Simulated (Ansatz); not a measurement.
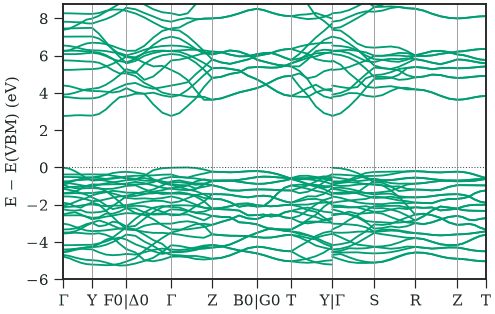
Figure: Band structure from PBE in the plane-wave PAW code Ansatz

Question: Read off the gap and where the band edges lie.

Answer: About 2.8 eV (2.76 eV by a search for the band edges); maximum on the Γ–Z line, 35 % of the way from Γ, minimum at Γ.

The material is SiBi$_{2}$O$_{5}$ in space group Cmcm (No. 63; Pearson symbol oS32).

The start of the workflow was typed in or built on a structure type; neither database checked (COD, Materials Project) lists it. Whether it is the stable phase at ambient conditions was not checked. The PBE relaxation kept the symmetry of its start; whether a distortion lowers the energy is not shown. Spin–orbit coupling is left out wherever it is not named.

Potentials: the earlier of the program's two PAW sets.
